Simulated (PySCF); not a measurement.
**C6H7F3Si: a changed input and its effect**

System: C6H7F3Si, SMILES FC(F)(F)CC1=C[SiH2]C=C1.
Method of run 1: GIAO PBE0/pcSseg-1 NMR shielding, non-relativistic, IEF-PCM benzene (PySCF 2.14.0).

The geometry comes from this level: PBE0-D3(BJ)/def2-SVP. Text and figures count atoms from 1; the logs count them from 0 in places.

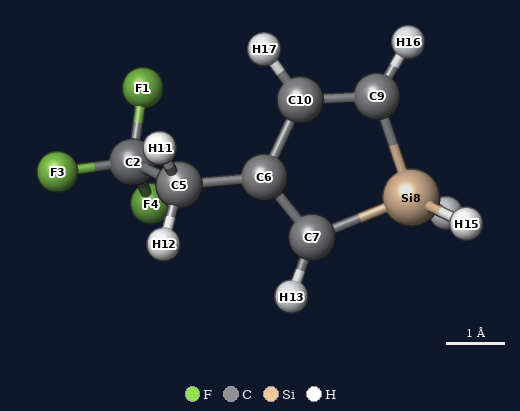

Figure 1. The input geometry (ball-and-stick view, seen on its broad side; atoms are numbered from 1 in the order of the input). Bond lengths as drawn: C–C 1.35 to 1.51 Å, C–F 1.33 to 1.34 Å, C–H 1.09 to 1.10 Å, C–Si 1.87 Å and H–Si 1.49 to 1.50 Å.

### Input, run 1
```
{"job": {"kind": "nmr", "xc": "PBE0", "basis": "pcSseg-1", "solvent": "benzene", "pop": true}, "charge": 0, "multiplicity": 1}
F      2.234821    -1.511803     0.443435
C      2.391932    -0.350481    -0.204424
F      3.663428     0.028857    -0.037952
F      2.208185    -0.588401    -1.503150
C      1.445333     0.708825     0.312026
C     -0.002725     0.365943     0.114746
C     -0.792936     0.915090    -0.834882
Si    -2.490952     0.146013    -0.662451
C     -1.945314    -0.923395     0.775035
C     -0.643978    -0.648987     0.994583
H      1.676420     0.842363     1.380661
H      1.699773     1.643027    -0.206831
H     -0.420018     1.666703    -1.533915
H     -2.929492    -0.625884    -1.864912
H     -3.563054     1.129231    -0.315465
H     -2.496589    -1.650712     1.373865
H     -0.046967    -1.132394     1.775776
```

The first line tells a small driver script what to run in PySCF; the rest is the geometry in Å.

Launched with:
```bash
OMP_NUM_THREADS=1 python <driver script> task.json out
```

Hardware: 1 CPU thread, shared host.

### Output (run 1)
```
coarse grid: 15744 points
cycle   1  E = -820.8849527618  dE =  1.512e+00  |g| = 9.157e-01  |ddm| = 3.845e+00
cycle   2  E = -820.7526957157  dE =  1.323e-01  |g| = 1.315e+00  |ddm| = 1.242e+00
cycle   3  E = -821.0349501353  dE = -2.823e-01  |g| = 9.448e-02  |ddm| = 7.453e-01
cycle   4  E = -821.0361961322  dE = -1.246e-03  |g| = 6.186e-02  |ddm| = 1.419e-01
cycle   5  E = -821.0371333412  dE = -9.372e-04  |g| = 1.788e-02  |ddm| = 6.757e-02
cycle   6  E = -821.0372040750  dE = -7.073e-05  |g| = 2.653e-03  |ddm| = 1.401e-02
cycle   7  E = -821.0372056800  dE = -1.605e-06  |g| = 5.920e-04  |ddm| = 2.789e-03
final grid: 151592 points
cycle   8  E = -821.1165054797  dE = -4.892e-05  |g| = 7.847e-03  |ddm| = 2.904e-02
cycle   9  E = -821.1164977161  dE =  7.764e-06  |g| = 1.021e-02  |ddm| = 1.534e-02
cycle  10  E = -821.1165197856  dE = -2.207e-05  |g| = 1.093e-03  |ddm| = 8.561e-03
cycle  11  E = -821.1165200053  dE = -2.197e-07  |g| = 4.355e-04  |ddm| = 1.140e-03
cycle  12  E = -821.1165200494  dE = -4.413e-08  |g| = 1.259e-04  |ddm| = 4.217e-04
cycle  13  E = -821.1165200526  dE = -3.203e-09  |g| = 2.803e-05  |ddm| = 1.182e-04
cycle  14  E = -821.1165200528  dE = -1.692e-10  |g| = 7.541e-06  |ddm| = 3.359e-05
converged SCF energy = -821.1165200528

GIAO shielding tensors (ppm)
atom      isotropic    diamagn.    paramagn.     s11        s22        s33       span
  0 F      259.324     476.604    -217.280    174.976    264.302    338.695    163.719
  1 C       53.887     245.421    -191.534     51.465     53.659     56.538      5.073
  2 F      253.214     468.687    -215.473    168.257    249.760    341.624    173.367
  3 F      260.044     476.217    -216.173    175.754    270.161    334.219    158.464
  4 C      141.383     247.977    -106.593    125.645    140.212    158.293     32.649
  5 C       23.577     263.536    -239.959    -97.931     33.536    135.127    233.059
  6 C       48.256     255.780    -207.524    -60.189     45.429    159.528    219.717
  7 Si     390.212     881.137    -490.925    312.505    401.968    456.163    143.658
  8 C       48.602     261.213    -212.610    -64.180     40.249    169.738    233.918
  9 C       23.311     253.541    -230.230    -98.446     38.174    130.206    228.652
 10 H       28.290      29.345      -1.055     25.457     27.350     32.063      6.607
 11 H       28.265      29.998      -1.733     24.291     28.612     31.893      7.603
 12 H       24.922      32.389      -7.467     22.453     24.277     28.035      5.582
 13 H       26.567      27.989      -1.422     23.710     24.277     31.716      8.006
 14 H       26.572      27.705      -1.133     23.520     24.245     31.951      8.431
 15 H       24.722      30.009      -5.287     23.634     24.368     26.166      2.532
 16 H       23.931      32.379      -8.447     20.824     22.351     28.619      7.794
```

The input of run 2 differs as follows (lines with − go, lines with + come):
```diff
-"solvent": "benzene"
-"pop": true
+"solvent": "cyclohexane"
+"pop": false
```

What does this change do to the results?

The total energy of run 2 is 0.20 kcal/mol higher: the change of the electrostatic solvation energy at this fixed geometry, without cavity or dispersion terms. Of all shieldings, the largest change is that of F3 and F4, by −0.2 ppm. The number of SCF iterations is the same.

### Output (run 2)
```
coarse grid: 15744 points
cycle   1  E = -820.8843837690  dE =  1.513e+00  |g| = 9.164e-01  |ddm| = 3.845e+00
cycle   2  E = -820.7511414400  dE =  1.332e-01  |g| = 1.318e+00  |ddm| = 1.247e+00
cycle   3  E = -821.0345743351  dE = -2.834e-01  |g| = 9.546e-02  |ddm| = 7.498e-01
cycle   4  E = -821.0358393842  dE = -1.265e-03  |g| = 6.278e-02  |ddm| = 1.443e-01
cycle   5  E = -821.0368062421  dE = -9.669e-04  |g| = 1.810e-02  |ddm| = 6.895e-02
cycle   6  E = -821.0368786715  dE = -7.243e-05  |g| = 2.672e-03  |ddm| = 1.419e-02
cycle   7  E = -821.0368802973  dE = -1.626e-06  |g| = 6.135e-04  |ddm| = 2.835e-03
final grid: 151592 points
cycle   8  E = -821.1161821030  dE = -4.886e-05  |g| = 7.865e-03  |ddm| = 2.902e-02
cycle   9  E = -821.1161741399  dE =  7.963e-06  |g| = 1.026e-02  |ddm| = 1.546e-02
cycle  10  E = -821.1161964691  dE = -2.233e-05  |g| = 1.110e-03  |ddm| = 8.667e-03
cycle  11  E = -821.1161966973  dE = -2.283e-07  |g| = 4.424e-04  |ddm| = 1.171e-03
cycle  12  E = -821.1161967431  dE = -4.579e-08  |g| = 1.263e-04  |ddm| = 4.296e-04
cycle  13  E = -821.1161967463  dE = -3.202e-09  |g| = 2.829e-05  |ddm| = 1.190e-04
cycle  14  E = -821.1161967465  dE = -1.714e-10  |g| = 7.867e-06  |ddm| = 3.440e-05
converged SCF energy = -821.1161967465

GIAO shielding tensors (ppm)
atom      isotropic    diamagn.    paramagn.     s11        s22        s33       span
  0 F      259.196     476.584    -217.388    174.894    264.110    338.585    163.691
  1 C       53.932     245.382    -191.450     51.594     53.760     56.442      4.848
  2 F      253.043     468.679    -215.636    168.108    249.515    341.506    173.398
  3 F      259.853     476.192    -216.340    175.586    269.926    334.046    158.460
  4 C      141.325     247.969    -106.644    125.610    140.124    158.241     32.631
  5 C       23.646     263.527    -239.882    -97.835     33.629    135.143    232.978
  6 C       48.274     255.781    -207.507    -60.194     45.565    159.452    219.646
  7 Si     390.204     881.135    -490.932    312.556    401.903    456.152    143.596
  8 C       48.604     261.199    -212.595    -64.188     40.313    169.687    233.876
  9 C       23.380     253.537    -230.157    -98.346     38.318    130.169    228.515
 10 H       28.309      29.373      -1.064     25.482     27.376     32.070      6.588
 11 H       28.285      30.026      -1.741     24.317     28.637     31.901      7.585
 12 H       24.936      32.405      -7.468     22.460     24.299     28.051      5.591
 13 H       26.566      27.985      -1.418     23.709     24.275     31.715      8.007
 14 H       26.572      27.700      -1.128     23.520     24.244     31.950      8.430
 15 H       24.733      30.015      -5.282     23.639     24.382     26.178      2.539
 16 H       23.942      32.382      -8.440     20.835     22.362     28.627      7.792
```

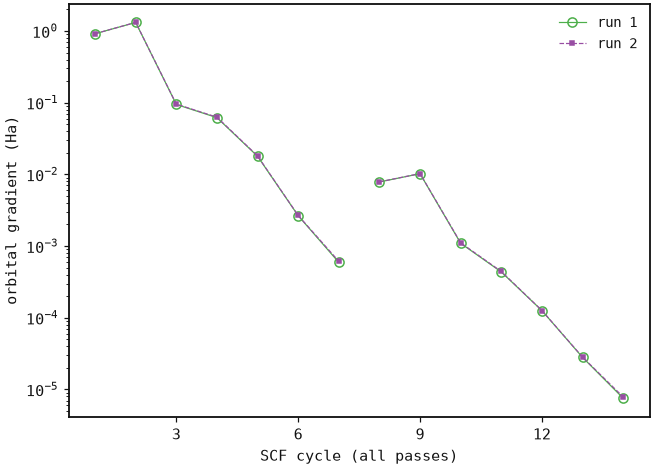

Figure 2. Convergence of the two runs: orbital gradient against the SCF cycle. A break in a curve parts two SCF passes (coarse and final grid). Run 1 takes 14 cycles in all, and run 2 takes 14.

### The two runs side by side

| quantity | run 1 | run 2 |
| --- | --- | --- |
| outcome | converged | converged |
| total energy (hartree) | −821.116520 | −821.116197 |
| HOMO (eV) | −6.95 | −6.96 |
| LUMO (eV) | −1.69 | −1.70 |
| dipole moment (D) | 2.00 | 1.98 |
| shielding of F1 (ppm) | 259.3 | 259.2 |
| shielding of C2 (ppm) | 53.9 | 53.9 |
| shielding of F3 (ppm) | 253.2 | 253.0 |
| shielding of F4 (ppm) | 260.0 | 259.9 |
| shielding of C5 (ppm) | 141.4 | 141.3 |
| shielding of C6 (ppm) | 23.6 | 23.6 |
| shielding of C10 (ppm) | 23.3 | 23.4 |
| SCF iterations | 14 | 14 |
| basis functions | 212 | 212 |
| wall time (shared host) | 80 s | 76 s |
